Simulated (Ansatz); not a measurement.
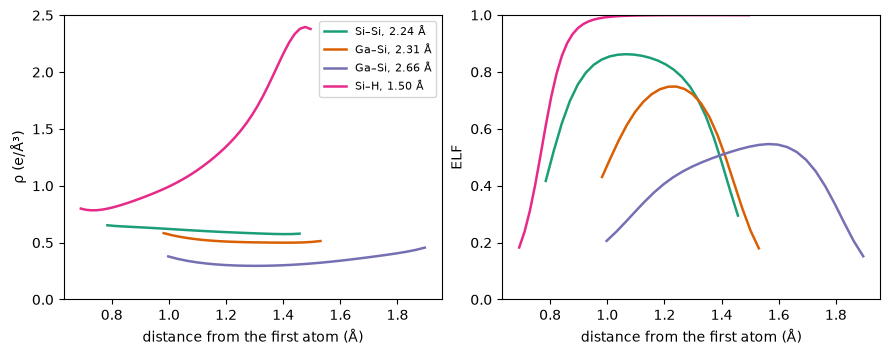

GaH3Si2 (SMILES [Si]1[SiH2][GaH]1). Electron density and electron localisation function along straight lines between neighbouring atoms. The curves leave out the atomic cores.

Geometry: B3LYP-D3(BJ)/def2-SVP.

These are results of isolated molecule in a Gaussian basis; Kohn-Sham density functional theory, functional PBE0 in Ansatz, not measurements.

```csv
atom,x (Å),y (Å),z (Å)
Ga,-0.8264,0.1685,-0.8951
Si,-1.9665,2.4416,-1.6777
Si,-1.3104,0.8050,-3.0623
H,-1.8967,2.5633,-0.1731
H,-2.6056,3.7112,-2.1429
H,-0.5326,-0.1827,0.6166
```

**Compare the contacts.**

Si–Si (2.24 Å): the density is about 0.6 e/Å³ at the midpoint; the ELF peaks at about 0.85 between the atoms; a shared electron pair.
Ga–Si (2.31 Å): the density is about 0.52 e/Å³ at the midpoint; the ELF peaks at about 0.75 in the valence shell of Si, 1.1 Å from its nucleus, and is about 0.70 at the midpoint.
Ga–Si (2.66 Å): ρ is about 0.3 e/Å³ halfway; the ELF peaks at about 0.55 in the valence shell of Si, 1.1 Å from its nucleus, and is about 0.50 at the midpoint.
Si–H (1.50 Å): ρ is about 0.79 e/Å³ halfway; the ELF climbs to about 1 towards the hydrogen, as it does in any bond to H.
